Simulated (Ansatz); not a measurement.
C₂H₄GaNS

Input

```
crystal:
  periodic: [false, false, false]
  atoms:
    - { symbol: S, position_ang: [0.0151, 1.6479, -1.8119] }
    - { symbol: Ga, position_ang: [1.7069, 0.8464, -0.029] }
    - { symbol: C, position_ang: [0.028, -0.9698, 0.1434] }
    - { symbol: C, position_ang: [-0.5103, -0.5069, 1.2525] }
    - { symbol: "N", position_ang: [-1.2475, -1.2882, 0.2711] }
    - { symbol: H, position_ang: [-1.1606, 1.8472, -0.9936] }
    - { symbol: H, position_ang: [1.1191, 0.1642, -1.5242] }
    - { symbol: H, position_ang: [0.7207, -1.8276, 0.4365] }
    - { symbol: H, position_ang: [0.52963, -0.11595, -0.31202] }
basis:
  gaussian: { orbitals: def2-SVP }
hamiltonian:
  xc: pbe0
relax:
  f_tol: 0.02
  max_steps: 50
output:
  orbitals: {}
```

Command:

```sh
ansatz run input.yaml --threads 2 --pin off --max-ram 3072MiB --backend cpu --events-out ev --progress --plain --runs-dir out
```

The fields are those of the relaxed geometry.

Theory: Ansatz 0.2.0, RKS PBE0/def2-SVP.

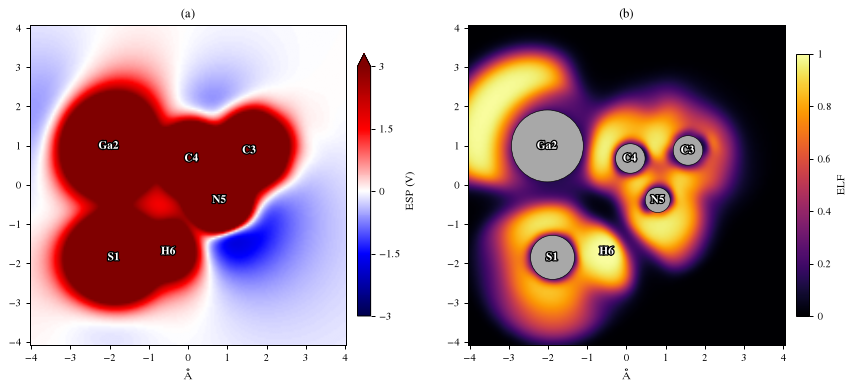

Figure 1. (a) molecular electrostatic potential; (b) electron localisation function on the plane of atoms C4, C3 and N5. Grey discs cover the atomic cores in the ELF map.

> Read the bonding off the picture.

The section cuts through S, Ga, C, N and H sites. C–N (1.27 Å): the ELF peaks at about 0.85 between the atoms (a short, multiple covalent bond). C–C (1.48 Å): the ELF peaks at about 0.85 between the atoms, as expected for a covalent bond. C–Ga (2.14 Å): the ELF peaks at about 0.95 in the valence shell of C, 0.7 Å from its nucleus, and is about 0.55 at the midpoint. The ELF also peaks beside N5, away from the bonds: lone-pair regions. Outside the dense part of the molecule the potential is most negative (−1.8 V) near N5.

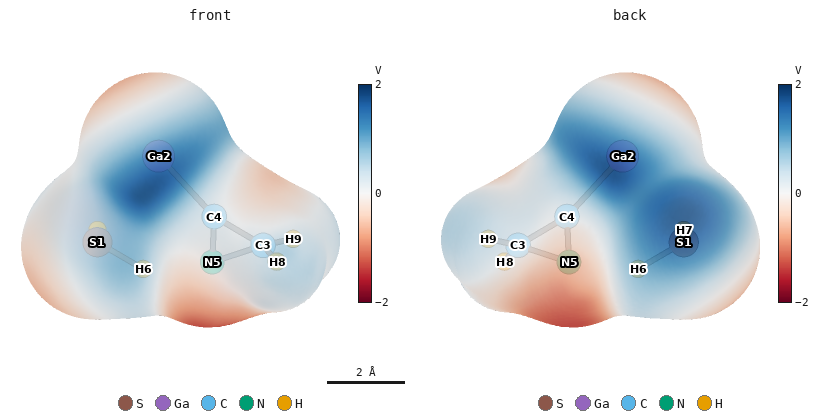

Figure 2. The electrostatic potential painted on the density surface at 0.002 e/bohr³, seen from the front and from behind; red is negative and blue positive.

> Describe the electrostatic potential map.

The most negative region (about −1.3 V) lies over N5, the most positive (about +1.8 V) over Ga2 and H7. N5 is the likeliest acceptor of a hydrogen bond.

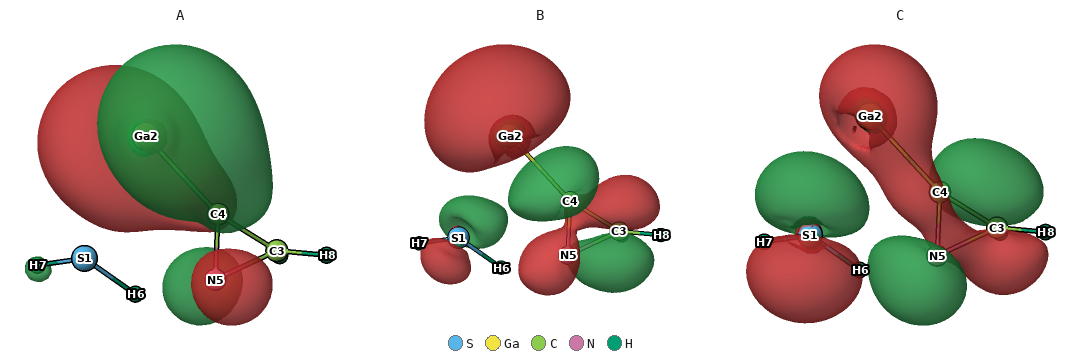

Figure 3. Three frontier orbitals at ±0.08 Å⁻³ᐟ² (green and red are the two phases), in no order.

> Order the three orbitals by energy and name them.

C is the HOMO−1 (−7.45 eV). By Hirshfeld shares it lies mainly on S1 (about 30 %), N5 (about 20 %), C3 (about 15 %), Ga2 (about 15 %) and C4 (about 15 %). B is the HOMO (−6.07 eV). Its weight (Hirshfeld) is mainly on Ga2 (about 55 %), C4 (about 15 %), C3 (about 10 %) and N5 (about 10 %). A is the LUMO (−1.97 eV). By Hirshfeld shares it lies mainly on Ga2 (about 70 %), C4 (about 15 %) and N5 (about 10 %).

> What is the HOMO–LUMO gap?

4.10 eV between the orbital energies.
